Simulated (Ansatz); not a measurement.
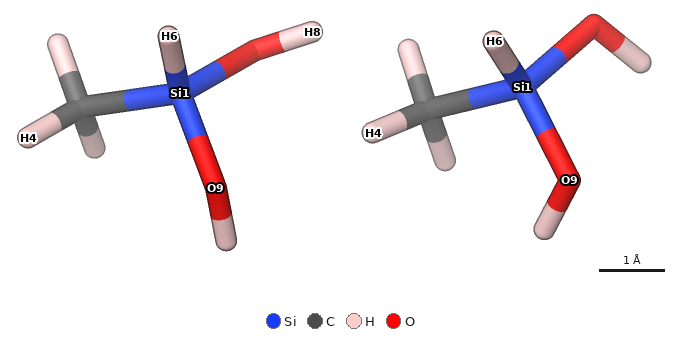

Two geometries of CH6O2Si, drawn at one scale. One is the start of a relaxation, the other its converged end. A stick model, seen at a tilt.

Level of theory: Ansatz, RKS r2SCAN/6-31G. Settings: no spin polarisation; force threshold 0.02 eV/Å; at most 40 steps.

Question: Which one is relaxed?

Answer: The left one is the relaxed one. The run prepares the start of a later molecular dynamics calculation, from a guessed geometry. The largest move after the best rigid fit is that of an H atom, 0.59 Å. Largest moves by element: H 0.59 Å, O 0.54 Å, Si 0.13 Å, C 0.12 Å. Among the contacts that change: O–Si 1.679 → 1.725 Å, H–Si 1.460 → 1.499 Å, H–O 1.010 → 0.971 Å, C–H 1.110 → 1.095 Å. Among the angles between lasting bonds that change: Si–O–H 109.5° → 123.0°, Si–O–H 109.5° → 122.7°, H–Si–O 109.5° → 101.8°. Groups turn about O–Si by about 90°, O–Si by about 45°, C–Si by about 20°. After 14 accepted moves (16 points after the start) the energy has fallen by 0.473 eV. Largest force component: 2.3 eV/Å at the start, 0.0013 eV/Å at the end. The line search rejected the trial steps at points 9, 15 of the run. Cost: 68 s on 1 thread of Arm Neoverse V1 (shared host), peak memory 0.14 GiB.

Limits of the set-up: the basis has no polarisation functions, which atoms past neon need.
